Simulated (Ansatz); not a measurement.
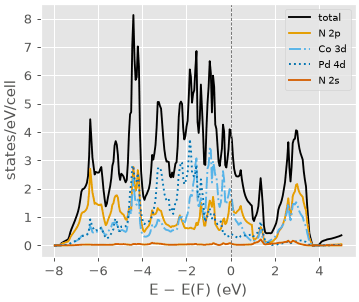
Figure. Total and projected density of states of CoPdN$_{2}$ in space group R-3m (No. 166; Co on 3b, Pd on 3a, N on 6c), the program Ansatz at the PBE level (PAW)

Q: Which orbitals carry the states next to the Fermi level?

A: Within 0.5 eV of the Fermi level: Co 3d 46 %, N 2p 36 %, Pd 4d 13 %. Projections are on Löwdin-orthogonalised atomic valence shells; empty p or d shells of many metals are not among them.

Q: Where is the tallest occupied peak in this window, and what makes it?

A: Near -4.4 eV, about 8.1 states/eV per cell; the largest projected share is N 2p.

The start of the workflow was typed in or built on a structure type; neither database checked (COD, Materials Project) lists it. Whether it is the stable phase at ambient conditions was not checked. The cell was relaxed with PBE under the symmetry of its start; whether a distortion lowers the energy is not shown. The workflow began spin-polarised and lost its moments. Its formation energy is positive at this level, so the cell may be metastable or incomplete. Scalar-relativistic: spin–orbit coupling is off unless named, which matters more the heavier the elements.

Potentials: the later of the program's two PAW sets.
